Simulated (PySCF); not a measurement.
# C₃HN: excited-state relaxation, vibronic structure

Wanted: excited-state relaxation, vibronic structure for C₃HN (`C#CC#N`).

Computed with PySCF 2.14.0 and routines of our own; the level stands in each step. Atoms count from 0.

## 1. The starting structure

5 atoms, charge 0, multiplicity 1; geometry from: GFN2-xTB.

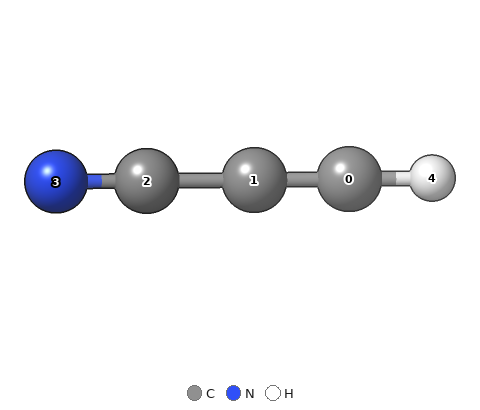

The starting geometry (carbon grey, nitrogen blue, hydrogen white).

## 2. Relaxing the molecule at PBE0/6-31+G*

Job settings and geometry (Å):

```
{"job": {"xc": "PBE0", "basis": "6-31+G*", "grid": 1, "kind": "geom"}, "charge": 0, "multiplicity": 1}
C     -1.274482    -0.173263    -0.000599
C     -0.081631    -0.011007     0.018928
C      1.271265     0.172231     0.043827
N      2.408523     0.327503     0.065446
H     -2.315053    -0.312612    -0.015927
```

Started as:

```sh
$ OMP_NUM_THREADS=1 python excited_run.py task.json out
```

One launch serves the whole session: the jobs run in the order shown.

Standard output:

```text
step   0  E = -169.36652051  max force = 0.040453
step   1  E = -169.36753841  max force = 0.002533
step   2  E = -169.36754285  max force = 0.000242
optimisation converged
```

It took 3.1 s on 1 thread of Intel Xeon Platinum 8488C, shared host; peak memory 0.33 GiB.

The steps of the relaxation:

```
step  energy from step 0 (eV)  largest force component (eV/Å)
   0                   0.0000                          2.0802
   1                  -0.0277                          0.1303
   2                  -0.0278                          0.0124
```

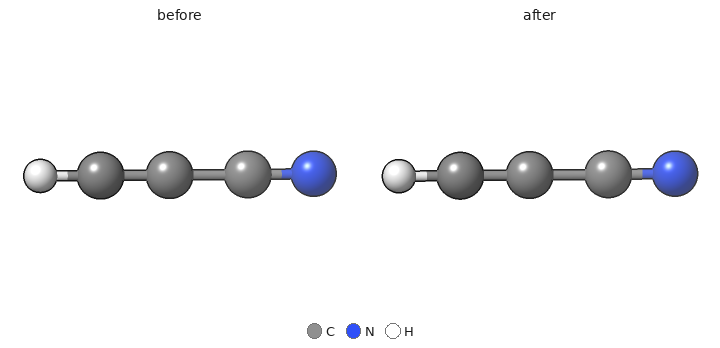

The geometry before (left) and after (right).

Distances of close pairs at the start and the end, largest changes first:

```
 bond  before (Å)  after (Å)  change (Å)
C0–H4       1.050      1.069      +0.019
C2–N3       1.148      1.164      +0.016
C1–C2       1.365      1.372      +0.007
C0–C1       1.204      1.210      +0.006
```

The end geometry stands in the next job.

```
                         at the end point         value
  point group (found at 0.08 Å tolerance)         Cinfv
rotational constants (GHz, main isotopes)  4.543, 4.543
                        dipole moment (D)          3.98
```

## 3. Excited-state relaxation: TDA PBE0/6-31+G*

Job settings and geometry (Å):

```
{"job": {"kind": "xopt", "state": "S1", "method": "TDA", "freq": true, "xc": "PBE0", "basis": "6-31+G*", "grid": 1}, "charge": 0, "multiplicity": 1}
C     -1.272941    -0.182390    -0.053762
C     -0.074065    -0.022611    -0.031010
C      1.285861     0.159911    -0.005583
N      2.439753     0.314932     0.016516
H     -2.332306    -0.324638    -0.072404
```

With the program's defaults for keys left out, this is: TDA PBE0/6-31+G* excited-state geometry optimisation, gas phase.

Standard output:

```text
final grid: 23136 points
cycle   1  E = -169.3330444883  dE =  5.727e-01  |g| = 3.603e-01  |ddm| = 1.060e+01
cycle   2  E = -169.2202579484  dE =  1.128e-01  |g| = 7.859e-01  |ddm| = 6.242e+00
cycle   3  E = -169.3652461806  dE = -1.450e-01  |g| = 9.179e-02  |ddm| = 2.609e+00
cycle   4  E = -169.3672220305  dE = -1.976e-03  |g| = 3.249e-02  |ddm| = 3.775e-01
cycle   5  E = -169.3674834797  dE = -2.614e-04  |g| = 1.444e-02  |ddm| = 2.194e-01
cycle   6  E = -169.3675379655  dE = -5.449e-05  |g| = 4.517e-03  |ddm| = 7.933e-02
cycle   7  E = -169.3675427735  dE = -4.808e-06  |g| = 5.384e-04  |ddm| = 1.533e-02
cycle   8  E = -169.3675428519  dE = -7.840e-08  |g| = 6.117e-05  |ddm| = 5.510e-03
cycle   9  E = -169.3675428530  dE = -1.046e-09  |g| = 9.044e-06  |ddm| = 2.223e-04
cycle  10  E = -169.3675428530  dE = -1.910e-11  |g| = 8.194e-07  |ddm| = 1.032e-04
converged SCF energy = -169.3675428530

vertical S1 at the ground-state geometry: 5.1926 eV
step    E(state)/Eh    max force   excitation/eV  root
  0    -169.18550843   0.158123     4.9057      1
  1    -169.19063187   0.037391     3.9907      1
  2    -169.19345914   0.014686     4.0881      1
  3    -169.19477746   0.012316     4.0832      1
  4    -169.20136723   0.032527     3.5588      1
  5    -169.20297191   0.021434     3.2544      1
  6    -169.20471679   0.036110     3.4373      1
  7    -169.20602474   0.016669     3.3364      1
  8    -169.20691866   0.007879     3.2450      1
  9    -169.20759892   0.011268     3.1677      1
 10    -169.20811191   0.037155     2.8818      1
 11    -169.20902686   0.008897     3.0407      1
 12    -169.20942202   0.005287     3.0191      1
 13    -169.20964652   0.001886     2.8995      1
 14    -169.20967057   0.000578     2.9400      1
 15    -169.20967569   0.000639     2.9308      1
 16    -169.20967556   0.000137     2.9248      1
optimisation converged
vertical emission 2.9248 eV, adiabatic 4.2958 eV, Stokes shift 2.2677 eV, reorganisation 0.8968 (excited) and 1.3709 eV (ground)
in toluene: absorption 5.1963 eV (f = 0.0000, root 1), emission 2.9354 eV (f = 0.0047, root 1)
in dichloromethane: absorption 5.1957 eV (f = 0.0000, root 1), emission 2.9426 eV (f = 0.0053, root 1)
zero-point change -0.1190 eV, 0-0 energy 4.1768 eV
frequencies of the excited state (cm-1): 164 290 470 628 905 942 1675 2101 3128
```

Run time: 1.7 min. Hardware: 1 thread of Intel Xeon Platinum 8488C, shared host; peak memory 0.38 GiB.

Key values:

```
                 quantity    value
  vertical absorption, S1  5.19 eV
     adiabatic energy, S1  4.30 eV
    vertical emission, S1  2.92 eV
         Stokes shift, S1  2.27 eV
geometry moved (RMSD), S1  0.248 Å
```

Bonds of the start that changed most:

```
 bond  start (Å)  end (Å)
C0–C1      1.210    1.341
C1–C2      1.372    1.336
C2–N3      1.165    1.195
C0–H4      1.069    1.095
```

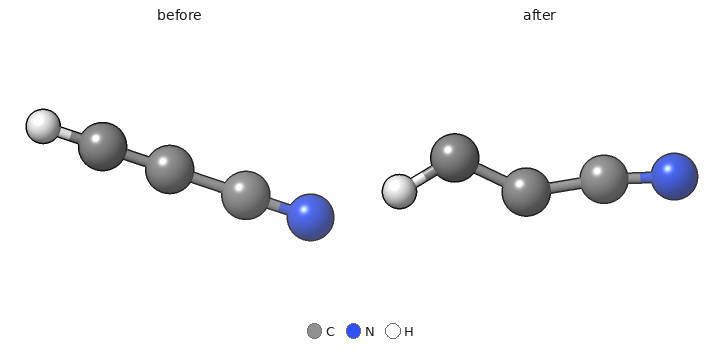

Before and after.

## 4. Excited-state relaxation: UKS PBE0/6-31+G*

Job settings and geometry (Å):

```
{"job": {"kind": "xopt", "state": "T1", "method": "UKS", "freq": true, "xc": "PBE0", "basis": "6-31+G*", "grid": 1}, "charge": 0, "multiplicity": 1}
C     -1.272941    -0.182390    -0.053762
C     -0.074065    -0.022611    -0.031010
C      1.285861     0.159911    -0.005583
N      2.439753     0.314932     0.016516
H     -2.332306    -0.324638    -0.072404
```

Level: UKS PBE0/6-31+G* excited-state geometry optimisation, gas phase.

Standard output:

```text
final grid: 23136 points
cycle   1  E = -169.3330444883  dE =  5.727e-01  |g| = 3.603e-01  |ddm| = 1.060e+01
cycle   2  E = -169.2202579484  dE =  1.128e-01  |g| = 7.859e-01  |ddm| = 6.242e+00
cycle   3  E = -169.3652461806  dE = -1.450e-01  |g| = 9.179e-02  |ddm| = 2.609e+00
cycle   4  E = -169.3672220305  dE = -1.976e-03  |g| = 3.249e-02  |ddm| = 3.775e-01
cycle   5  E = -169.3674834797  dE = -2.614e-04  |g| = 1.444e-02  |ddm| = 2.194e-01
cycle   6  E = -169.3675379655  dE = -5.449e-05  |g| = 4.517e-03  |ddm| = 7.933e-02
cycle   7  E = -169.3675427735  dE = -4.808e-06  |g| = 5.384e-04  |ddm| = 1.533e-02
cycle   8  E = -169.3675428519  dE = -7.840e-08  |g| = 6.117e-05  |ddm| = 5.510e-03
cycle   9  E = -169.3675428530  dE = -1.046e-09  |g| = 9.044e-06  |ddm| = 2.223e-04
cycle  10  E = -169.3675428530  dE = -1.910e-11  |g| = 8.194e-07  |ddm| = 1.032e-04
converged SCF energy = -169.3675428530

vertical T1 at the ground-state geometry: 4.3751 eV
step    E(state)/Eh    max force   <S^2>
  0    -169.21600494   0.181585    2.0114
  1    -169.22774669   0.028427    2.0136
  2    -169.22902747   0.012644    2.0153
  3    -169.22945703   0.006893    2.0156
  4    -169.22746307   0.155604    2.0188
  5    -169.23411592   0.062339    2.0178
  6    -169.23673793   0.061813    2.0187
  7    -169.24272340   0.011375    2.0208
  8    -169.24435983   0.015792    2.0231
  9    -169.24485970   0.005970    2.0231
 10    -169.24556916   0.008498    2.0235
 11    -169.24651266   0.023099    2.0226
 12    -169.24735013   0.003396    2.0233
 13    -169.24745671   0.002989    2.0233
 14    -169.24758178   0.002253    2.0226
 15    -169.24758898   0.001021    2.0225
 16    -169.24759293   0.000362    2.0223
 17    -169.24759328   0.000409    2.0223
optimisation converged
vertical emission 1.3483 eV, adiabatic 3.2640 eV, Stokes shift 3.0268 eV, reorganisation 1.1111 (excited) and 1.9157 eV (ground)
zero-point change -0.0971 eV, 0-0 energy 3.1669 eV
frequencies of the excited state (cm-1): 183 362 491 667 935 995 1761 2102 3160
```

Wall time 72 s (1 thread of Intel Xeon Platinum 8488C, shared host); peak memory 0.38 GiB.

In short:

```
                                     quantity    value
vertical gap at the ground-state geometry, T1  4.38 eV
                         adiabatic energy, T1  3.26 eV
     vertical gap at the relaxed geometry, T1  1.35 eV
               difference of the two gaps, T1  3.03 eV
                    geometry moved (RMSD), T1  0.671 Å
```

Bonds of the start that changed most:

```
 bond  start (Å)  end (Å)
C0–C1      1.210    1.329
C0–H4      1.069    1.093
C2–N3      1.165    1.180
C1–C2      1.372    1.363
```

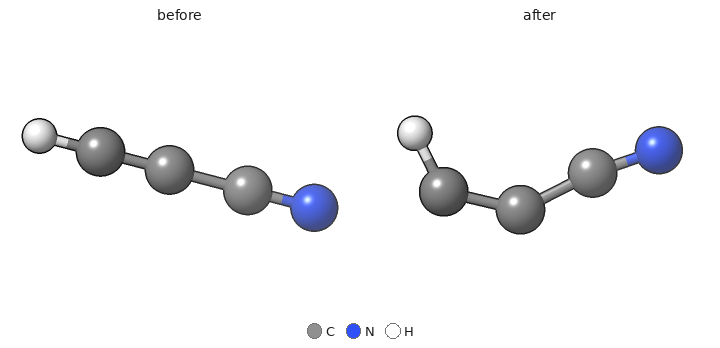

Before and after.

## 5. Excited-state relaxation: TDA PBE0/6-31+G*

Job settings and geometry (Å):

```
{"job": {"kind": "xopt", "state": "T1", "method": "TDA", "xc": "PBE0", "basis": "6-31+G*", "grid": 1}, "charge": 0, "multiplicity": 1}
C     -1.272941    -0.182390    -0.053762
C     -0.074065    -0.022611    -0.031010
C      1.285861     0.159911    -0.005583
N      2.439753     0.314932     0.016516
H     -2.332306    -0.324638    -0.072404
```

Level: TDA PBE0/6-31+G* excited-state geometry optimisation, gas phase.

Standard output:

```text
final grid: 23136 points
cycle   1  E = -169.3330444883  dE =  5.727e-01  |g| = 3.603e-01  |ddm| = 1.060e+01
cycle   2  E = -169.2202579484  dE =  1.128e-01  |g| = 7.859e-01  |ddm| = 6.242e+00
cycle   3  E = -169.3652461806  dE = -1.450e-01  |g| = 9.179e-02  |ddm| = 2.609e+00
cycle   4  E = -169.3672220305  dE = -1.976e-03  |g| = 3.249e-02  |ddm| = 3.775e-01
cycle   5  E = -169.3674834797  dE = -2.614e-04  |g| = 1.444e-02  |ddm| = 2.194e-01
cycle   6  E = -169.3675379655  dE = -5.449e-05  |g| = 4.517e-03  |ddm| = 7.933e-02
cycle   7  E = -169.3675427735  dE = -4.808e-06  |g| = 5.384e-04  |ddm| = 1.533e-02
cycle   8  E = -169.3675428519  dE = -7.840e-08  |g| = 6.117e-05  |ddm| = 5.510e-03
cycle   9  E = -169.3675428530  dE = -1.046e-09  |g| = 9.044e-06  |ddm| = 2.223e-04
cycle  10  E = -169.3675428530  dE = -1.910e-11  |g| = 8.194e-07  |ddm| = 1.032e-04
converged SCF energy = -169.3675428530

vertical T1 at the ground-state geometry: 4.0680 eV
step    E(state)/Eh    max force   excitation/eV  root
  0    -169.22683711   0.161463     3.7811      1
  1    -169.23305485   0.039293     2.8543      1
  2    -169.23562628   0.013167     2.9417      1
  3    -169.23651488   0.010387     2.9299      1
  4    -169.23935130   0.069681     2.3929      1
  5    -169.24181326   0.024702     2.5495      1
  6    -169.24335632   0.007763     2.1492      1
  7    -169.24391021   0.002478     2.3423      1
  8    -169.24419127   0.004048     2.2550      1
  9    -169.24426103   0.019799     1.2593      1
 10    -169.24567120   0.007944     1.8223      1
 11    -169.24632096   0.008310     1.6479      1
 12    -169.24578147   0.009363     1.1296      1
 13    -169.24684133   0.001020     1.4054      1
 14    -169.24688720   0.000634     1.4655      1
 15    -169.24689526   0.000398     1.4889      1
optimisation converged
vertical emission 1.4889 eV, adiabatic 3.2830 eV, Stokes shift 2.5790 eV, reorganisation 0.7850 (excited) and 1.7941 eV (ground)
```

It took 30 s on 1 thread of Intel Xeon Platinum 8488C, shared host; peak memory 0.38 GiB.

From this job:

```
                                     quantity    value
vertical gap at the ground-state geometry, T1  4.07 eV
                         adiabatic energy, T1  3.28 eV
     vertical gap at the relaxed geometry, T1  1.49 eV
               difference of the two gaps, T1  2.58 eV
                    geometry moved (RMSD), T1  0.645 Å
```

Bonds of the start that changed most:

```
 bond  start (Å)  end (Å)
C0–C1      1.210    1.325
C0–H4      1.069    1.091
C2–N3      1.165    1.180
C1–C2      1.372    1.363
```

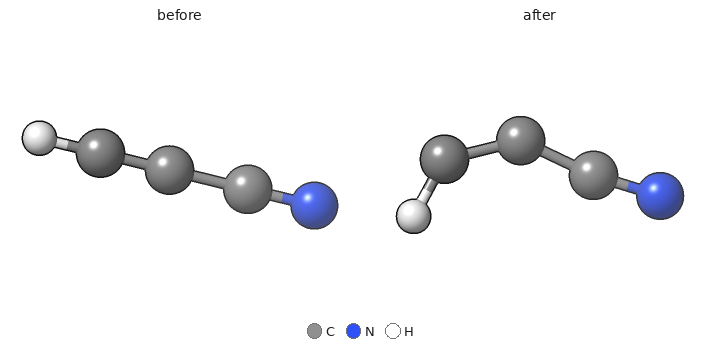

Before and after.

## 6. Vibronic structure: TDA PBE0/6-31+G*

Job settings and geometry (Å):

```
{"job": {"kind": "vib", "tda": true, "freq": true, "xc": "PBE0", "basis": "6-31+G*", "grid": 1}, "charge": 0, "multiplicity": 1}
C     -1.272941    -0.182390    -0.053762
C     -0.074065    -0.022611    -0.031010
C      1.285861     0.159911    -0.005583
N      2.439753     0.314932     0.016516
H     -2.332306    -0.324638    -0.072404
```

Level: TDA PBE0/6-31+G* vertical-gradient vibronic structure (displaced harmonic oscillators, Condon), gas phase.

Standard output:

```text
final grid: 23136 points
cycle   1  E = -169.3330444883  dE =  5.727e-01  |g| = 3.603e-01  |ddm| = 1.060e+01
cycle   2  E = -169.2202579484  dE =  1.128e-01  |g| = 7.859e-01  |ddm| = 6.242e+00
cycle   3  E = -169.3652461806  dE = -1.450e-01  |g| = 9.179e-02  |ddm| = 2.609e+00
cycle   4  E = -169.3672220305  dE = -1.976e-03  |g| = 3.249e-02  |ddm| = 3.775e-01
cycle   5  E = -169.3674834797  dE = -2.614e-04  |g| = 1.444e-02  |ddm| = 2.194e-01
cycle   6  E = -169.3675379655  dE = -5.449e-05  |g| = 4.517e-03  |ddm| = 7.933e-02
cycle   7  E = -169.3675427735  dE = -4.808e-06  |g| = 5.384e-04  |ddm| = 1.533e-02
cycle   8  E = -169.3675428519  dE = -7.840e-08  |g| = 6.117e-05  |ddm| = 5.510e-03
cycle   9  E = -169.3675428530  dE = -1.046e-09  |g| = 9.044e-06  |ddm| = 2.223e-04
cycle  10  E = -169.3675428530  dE = -1.910e-11  |g| = 8.194e-07  |ddm| = 1.032e-04
converged SCF energy = -169.3675428530

Singlet excitations (eV, f): 5.193 (0.0000)  5.430 (0.0000)  5.430 (0.0000)  7.625 (0.0000)  7.939 (0.0000)  7.939 (0.0000)

State S1  5.1926 eV  f = 0.00000  H->L 0.49, H-1->L+1 0.49
  relaxed dipole 3.952 D, largest gradient of the excitation energy 0.2023 Eh/bohr
  mode    cm-1        S   lambda/meV  Raman
    9   2409.9    1.5038     449.3   1.000
    8   2196.5    0.2588      70.5   0.143
   10   3499.9    0.0358      15.5   0.050
  reorganisation energy 0.5354 eV, total S 1.799, 0-0 4.6572 eV
  absorption maximum 4.955 eV, width 0.620 eV

State T1  4.0680 eV  f = 0.00000  H-1->L 0.48, H->L+1 0.48
  relaxed dipole 3.898 D, largest gradient of the excitation energy 0.2070 Eh/bohr
  mode    cm-1        S   lambda/meV  Raman
    9   2409.9    1.4651     437.8   1.000
    8   2196.5    0.3135      85.4   0.178
   10   3499.9    0.0396      17.2   0.057
    7    918.1    0.0051       0.6   0.001
  reorganisation energy 0.5409 eV, total S 1.823, 0-0 3.5271 eV
  absorption maximum 3.825 eV, width 0.620 eV
```

Wall time 2.4 s (1 thread of Intel Xeon Platinum 8488C, shared host); peak memory 0.38 GiB.

## 7. Summary of results

```
                                                                                      quantity                     value
                                                                                   point group                     Cinfv
                                                          rotational constants (main isotopes)            4.54, 4.54 GHz
                                            vertical absorption, S1 (step 3, TDA PBE0/6-31+G*)                   5.19 eV
                                               adiabatic energy, S1 (step 3, TDA PBE0/6-31+G*)                   4.30 eV
                                              vertical emission, S1 (step 3, TDA PBE0/6-31+G*)                   2.92 eV
                                                   Stokes shift, S1 (step 3, TDA PBE0/6-31+G*)                   2.27 eV
                      vertical gap at the ground-state geometry, T1 (step 4, UKS PBE0/6-31+G*)                   4.38 eV
                                               adiabatic energy, T1 (step 4, UKS PBE0/6-31+G*)                   3.26 eV
                           vertical gap at the relaxed geometry, T1 (step 4, UKS PBE0/6-31+G*)                   1.35 eV
                                     difference of the two gaps, T1 (step 4, UKS PBE0/6-31+G*)                   3.03 eV
                      vertical gap at the ground-state geometry, T1 (step 5, TDA PBE0/6-31+G*)                   4.07 eV
                                               adiabatic energy, T1 (step 5, TDA PBE0/6-31+G*)                   3.28 eV
                           vertical gap at the relaxed geometry, T1 (step 5, TDA PBE0/6-31+G*)                   1.49 eV
                                     difference of the two gaps, T1 (step 5, TDA PBE0/6-31+G*)                   2.58 eV
S1: vertical, reorganisation, 0-0, total S (step 6, TDA PBE0/6-31+G*, modes from PBE0/6-31+G*)  5.19, 0.54, 4.66 eV; 1.8
T1: vertical, reorganisation, 0-0, total S (step 6, TDA PBE0/6-31+G*, modes from PBE0/6-31+G*)  4.07, 0.54, 3.53 eV; 1.8
```

**Reading.** Relaxing lowered the energy by 0.028 eV in 2 steps; the close pair that moved most is C0–H4, from 1.050 to 1.069 Å. In step 3 (excited-state relaxation), among the bonds C0–C1 changes most, from 1.210 to 1.341 Å. In steps 4, 5 the harmonic model is doubtful. In step 4 (excited-state relaxation), among the bonds C0–C1 changes most, from 1.210 to 1.329 Å. The atoms move far more than that, so angles or torsions carry the main change. Where no frequencies were run, the relaxed excited state may be a saddle. In step 5 (excited-state relaxation), among the bonds C0–C1 changes most, from 1.210 to 1.325 Å. The vibronic model keeps the ground-state modes and shifts them along the gradient alone, so it can miss much of the relaxation that a full optimisation finds. ΔSCF (UKS) and response values aren't on one footing and may follow different states, so their differences aren't method errors alone, and singlets and triplets from the two don't rank.
